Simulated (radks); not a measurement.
# Exchange and kinetic functionals tested on atomic densities: In²⁺, Mn²⁺, Gd⁶⁰⁺, Xe³⁺, Zn⁺, Al⁺

Aim: take each self-consistent density and evaluate many functionals on it, against the exact exchange and kinetic energies of the same orbitals. Every spin shell is full or empty, so the densities are truly spherical.

The numbers are computed with radks (a radial shooting solver on a logarithmic mesh, Libxc functionals) version 1 (non-relativistic Kohn-Sham, exchange-only PBE, spin-polarised, spherical densities, point nucleus; open shells are filled with parallel spins first), except any that are marked as measured or tabulated.

## Step 1: Starting point

| Property | Result |
| --- | --- |
| species | In²⁺ ([Kr] 4d10 5s1), Mn²⁺ ([Ar] 3d5), Gd⁶⁰⁺ ([He] 2s2), Xe³⁺ ([Kr] 4d10 5s2 5p3), Zn⁺ ([Ar] 3d10 4s1), Al⁺ ([Ne] 3s2) |

In the logs a row gives level, spin channel, occupation and eigenvalue; Etot, Ekin, Encl (electron-nucleus), Eh (Hartree) and Exc are energies, all in hartree; err is the last residual, it the number of iterations.

## Step 2: In²⁺, [Kr] 4d10 5s1

The run's settings:

```text
Z 49
configuration [Kr] 4d10 5s1
relativity non-relativistic
functional pbe,
spin polarised
nucleus point
```

The run is started by

```
> python run_ks.py task.json out
```

The same process makes all the runs of this session.

The log of the run:

```text
1s      1   1.0000        -985.43916175
2s      1   1.0000        -144.81937538
2p      1   3.0000        -135.29073645
3s      1   1.0000         -27.85929965
3p      1   3.0000         -23.95913038
3d      1   5.0000         -16.73230988
4s      1   1.0000          -4.67408665
4p      1   3.0000          -3.40200180
4d      1   5.0000          -1.33048028
5s      1   1.0000          -0.82846991
1s      2   1.0000        -985.43802035
2s      2   1.0000        -144.81915024
2p      2   3.0000        -135.29034493
3s      2   1.0000         -27.85830220
3p      2   3.0000         -23.95815420
3d      2   5.0000         -16.73158649
4s      2   1.0000          -4.67183282
4p      2   3.0000          -3.39868991
4d      2   5.0000          -1.32030221
5s      2   0.0000          -0.78465848
Etot -5738.684117856435
Ekin 5738.684117581364
Encl -13627.229630442205
Eh 2302.520850541151
Exc -152.6594555367443
err 4.807566182063425e-09
it 14
```

Wall time 0.19 s (1 thread of Arm Neoverse V2, shared host); peak memory 0.24 GiB.

The top filled level is 5s up, -22.544 eV. Exact exchange of these orbitals: -153.319 hartree.

From the orbitals of this run (lengths in bohr):

```csv
level,occupation,energy (eV),<r>,outermost maximum (interpolated),90 % within,nodes
4s up,1,-127.19,0.8787,0.796,1.27,3
4s down,1,-127.13,0.8781,0.796,1.27,3
4p up,3,-92.573,0.9354,0.827,1.38,2
4p down,3,-92.483,0.9340,0.827,1.38,2
4d up,5,-36.204,1.164,0.926,1.83,1
4d down,5,-35.927,1.154,0.925,1.80,1
5s up,1,-22.544,2.454,2.14,3.57,4
5s down,0,-21.352,2.446,2.14,3.56,4
```

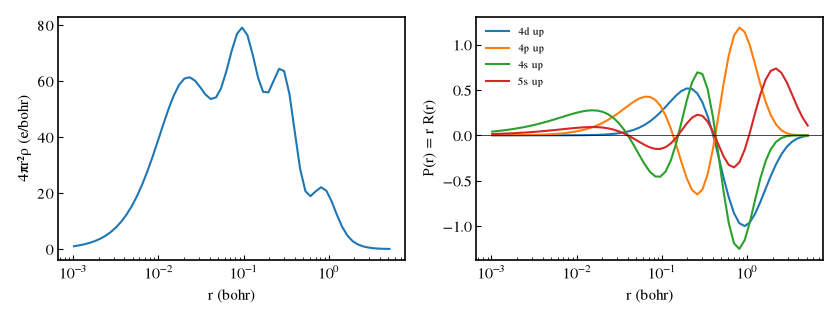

Left: shells in the radial density. Right: radial functions of the outer levels.

## Step 3: Mn²⁺, [Ar] 3d5

The run's settings:

```text
Z 25
configuration [Ar] 3d5
relativity non-relativistic
functional pbe,
spin polarised
nucleus point
```

The log of the run:

```text
1s      1   1.0000        -234.85529450
2s      1   1.0000         -27.53538027
2p      1   3.0000         -23.68363542
3s      1   1.0000          -3.77019996
3p      1   3.0000          -2.67297779
3d      1   5.0000          -0.92658164
1s      2   1.0000        -234.85617820
2s      2   1.0000         -27.44993554
2p      2   3.0000         -23.61981623
3s      2   1.0000          -3.55297409
3p      2   3.0000          -2.45922785
3d      2   0.0000          -0.73089833
Etot -1148.896727344412
Ekin 1148.896727344949
Encl -2717.3075122010196
Eh 469.9127475092657
Exc -50.398689997607306
err 3.4133107226581056e-09
it 15
```

Wall time 0.13 s (1 thread of Arm Neoverse V2, shared host); peak memory 0.24 GiB.

The top filled level is 3d up, -25.214 eV. Exact exchange of these orbitals: -50.5870 hartree.

## Step 4: Gd⁶⁰⁺, [He] 2s2

The run's settings:

```text
Z 64
configuration [He] 2s2
relativity non-relativistic
functional pbe,
spin polarised
nucleus point
```

The log of the run:

```text
1s      1   1.0000       -1967.67206719
2s      1   1.0000        -473.91766376
1s      2   1.0000       -1967.67206719
2s      2   1.0000        -473.91766376
Etot -5019.802571209141
Ekin 5019.802570456605
Encl -10138.993255741927
Eh 150.75838037463876
Exc -51.37026629845824
err 6.478634698782587e-09
it 12
```

It took 0.06 s on 1 thread of Arm Neoverse V2, shared host; peak memory 0.24 GiB.

Highest occupied level: 2s at -12896.0 eV. Exact exchange of these orbitals: -51.8284 hartree.

## Step 5: Xe³⁺, [Kr] 4d10 5s2 5p3

The run's settings:

```text
Z 54
configuration [Kr] 4d10 5s2 5p3
relativity non-relativistic
functional pbe,
spin polarised
nucleus point
```

The log of the run:

```text
1s      1   1.0000       -1211.19376826
2s      1   1.0000        -184.66885274
2p      1   3.0000        -173.85495168
3s      1   1.0000         -38.63228171
3p      1   3.0000         -34.05799239
3d      1   5.0000         -25.55021546
4s      1   1.0000          -7.86654761
4p      1   3.0000          -6.24244753
4d      1   5.0000          -3.45401932
5s      1   1.0000          -1.77002630
5p      1   3.0000          -1.35855411
1s      2   1.0000       -1211.18870544
2s      2   1.0000        -184.66659464
2p      2   3.0000        -173.85066441
3s      2   1.0000         -38.62770589
3p      2   3.0000         -34.05271925
3d      2   5.0000         -25.54526401
4s      2   1.0000          -7.85490309
4p      2   3.0000          -6.22971547
4d      2   5.0000          -3.43495946
5s      2   1.0000          -1.65029304
5p      2   0.0000          -1.23703467
Etot -7229.104786425575
Ekin 7229.104786050305
Encl -17097.420026983935
Eh 2816.5562724136553
Exc -177.34581790560165
err 7.07238745792941e-10
it 15
```

Wall time 0.21 s (1 thread of Arm Neoverse V2, shared host); peak memory 0.24 GiB.

The top filled level is 5p up, -36.968 eV. Exact exchange of these orbitals: -178.117 hartree.

## Step 6: Zn⁺, [Ar] 3d10 4s1

The run's settings:

```text
Z 30
configuration [Ar] 3d10 4s1
relativity non-relativistic
functional pbe,
spin polarised
nucleus point
```

The log of the run:

```text
1s      1   1.0000        -345.98860154
2s      1   1.0000         -41.91660625
2p      1   3.0000         -36.98492226
3s      1   1.0000          -4.90022088
3p      1   3.0000          -3.33532195
3d      1   5.0000          -0.70115365
4s      1   1.0000          -0.50447794
1s      2   1.0000        -345.98706512
2s      2   1.0000         -41.91742519
2p      2   3.0000         -36.98518230
3s      2   1.0000          -4.89991238
3p      2   3.0000          -3.33412893
3d      2   5.0000          -0.69293410
4s      2   0.0000          -0.45403473
Etot -1777.4635339253362
Ekin 1777.4635338887022
Encl -4248.943849443663
Eh 763.2238042583494
Exc -69.20702262872496
err 1.6478181706633386e-09
it 17
```

It took 0.17 s on 1 thread of Arm Neoverse V2, shared host; peak memory 0.24 GiB.

4s up is the highest filled level (-13.728 eV). Exact exchange of these orbitals: -69.2669 hartree.

## Step 7: Al⁺, [Ne] 3s2

The run's settings:

```text
Z 13
configuration [Ne] 3s2
relativity non-relativistic
functional pbe,
spin polarised
nucleus point
```

The log of the run:

```text
1s      1   1.0000         -55.70000754
2s      1   1.0000          -4.21574083
2p      1   3.0000          -2.82332259
3s      1   1.0000          -0.51449206
1s      2   1.0000         -55.70000754
2s      2   1.0000          -4.21574083
2p      2   3.0000          -2.82332259
3s      2   1.0000          -0.51449206
Etot -241.5907339895273
Ekin 241.5907339884011
Encl -574.3236161582224
Eh 108.91043794727946
Exc -17.76828976698544
err 3.837267496344954e-10
it 14
```

Run time: 0.1 s. Hardware: 1 thread of Arm Neoverse V2, shared host; peak memory 0.24 GiB.

Highest occupied level: 3s at -14.000 eV. Exact exchange of these orbitals: -17.8412 hartree.

## Step 8: What came out

```
 error in magnitude (%)    In²⁺    Mn²⁺   Gd⁶⁰⁺    Xe³⁺     Zn⁺     Al⁺
          exchange, LDA   -4.90   -6.53  -12.36   -4.73   -5.67   -8.41
          exchange, B88   +0.02   +0.14   -0.08   +0.01   +0.40   +0.13
          exchange, PBE   -0.43   -0.37   -0.88   -0.43   -0.09   -0.41
       exchange, PBEsol   -2.28   -2.86   -5.08   -2.22   -2.37   -3.57
         exchange, PW91   -0.01   +0.06   -0.56   -0.02   +0.35   +0.00
         exchange, OPTX   +1.22   +0.57   +0.00   +1.30   +1.02   +0.05
        exchange, SOGGA   -2.30   -2.89   -5.22   -2.23   -2.39   -3.61
         exchange, SCAN   +0.18   +0.33   -0.47   +0.14   +0.47   +0.31
       exchange, r2SCAN   -0.09   +0.07   -0.58   -0.13   +0.22   +0.09
  kinetic, Thomas-Fermi   -5.32   -6.63  -11.31   -5.19   -6.36   -7.73
kinetic, von Weizsacker  -58.16  -47.23  -13.84  -59.45  -50.63  -35.22
       kinetic, TF + vW  +36.52  +46.15  +74.85  +35.36  +43.01  +57.05
     kinetic, TF + vW/9   -0.67   -0.76   -1.73   -0.69   -0.87   -0.54
          kinetic, LC94   +0.08   -0.01   -1.67   +0.05   -0.11   +0.12
         kinetic, APBEK   +0.13   +0.09   -1.63   +0.10   -0.02   +0.25
      kinetic, revAPBEK   +0.31   +0.36   -0.90   +0.27   +0.22   +0.66
       kinetic, Pearson   -0.92   -1.34   -5.60   -0.91   -1.30   -1.85
     kinetic, Ernzerhof   -0.39   -0.30   +0.17   -0.42   -0.49   +0.18
```

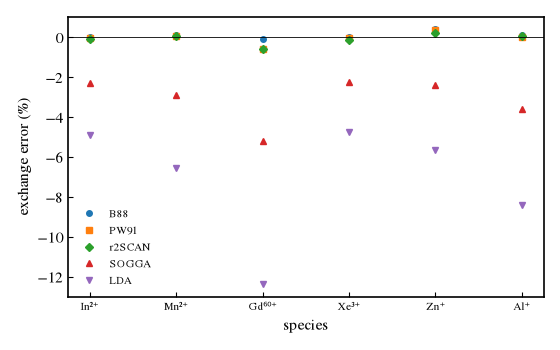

Error of five exchange functionals by species.

What this shows: Negative means that the magnitude is too small. For exchange the mean absolute error is least for B88 (0.13 %) and largest for LDA (7.10 %). Among the orbital-free kinetic functionals Ernzerhof (0.33 %) does best and TF + vW (48.82 %) worst. The functionals are evaluated on one density each, not self-consistently.
